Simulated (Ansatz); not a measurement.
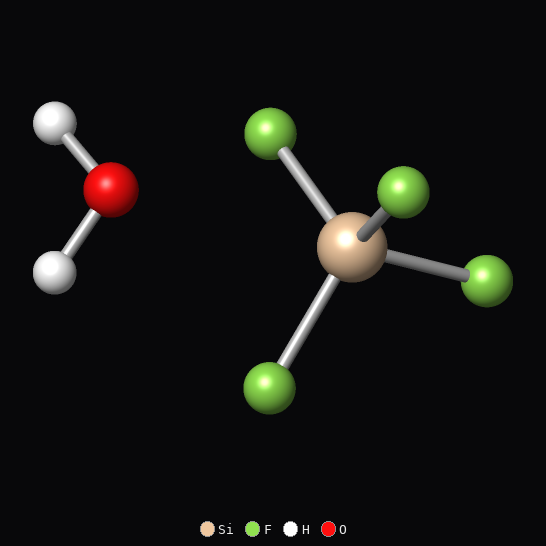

Harmonic vibrations computed with RKS PBE0-D4/def2-TZVP (Ansatz 0.2.0) at a stationary point of the same level.

Question: Minimum or transition state?

Answer: A minimum: no imaginary frequency, and the lowest mode lies at 62 cm⁻¹.

Question: How many vibrational modes are there, and where do they lie?

Answer: 18 modes: 62, 93, 117, 121, 247, 248, 293, 341, 377, 388, 395, 784, 983, 1026, 1041, 1626, 3844, 3950 cm⁻¹.
